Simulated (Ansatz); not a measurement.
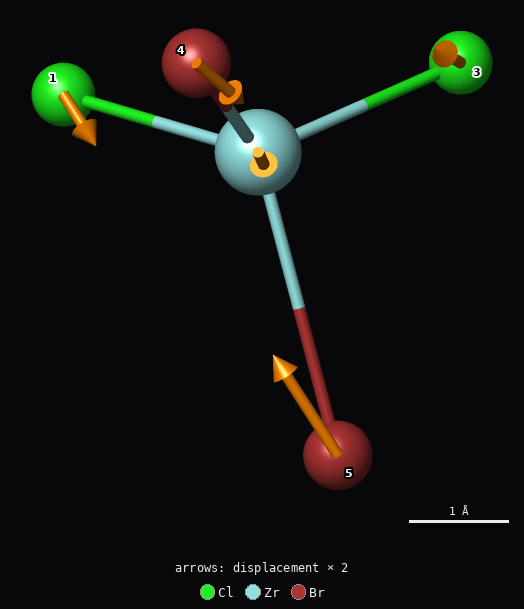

This is a relaxation of ZrBr$_{2}$Cl$_{2}$ (coarse preliminary run). The starting structure is drawn; orange arrows show the displacements, 2 times their true length. The two geometries are superimposed by the best rigid fit.

A ball-and-stick model, seen from a free direction.

The start comes from a force field.

Method: RKS PBE-D4/def2-SVP (Ansatz 0.2.0). (force threshold 0.03 eV/Å; at most 200 steps)

### Which element moves most?

Bromine: up to 0.62 Å, against 0.34 Å for chlorine.

### What did the optimiser do to the structure, and how much energy did it gain?

After 6 geometry steps the energy has fallen by 2.999 eV. Largest force component: 3 eV/Å at the start, 0.0027 eV/Å at the end. The atom that moves furthest after the best rigid fit is a Br atom (0.62 Å). By element the largest moves are Br 0.62 Å, Cl 0.34 Å, Zr 0.27 Å. Among the contacts that change: Br–Zr 3.190 → 2.483 Å, Cl–Zr 2.681 → 2.332 Å, Cl–Zr 2.634 → 2.332 Å, Br–Zr 2.595 → 2.483 Å. Among the angles between lasting bonds that change: Cl–Zr–Br 94.8° → 109.4°, Cl–Zr–Br 122.9° → 109.4°, Cl–Zr–Cl 99.3° → 109.7°.
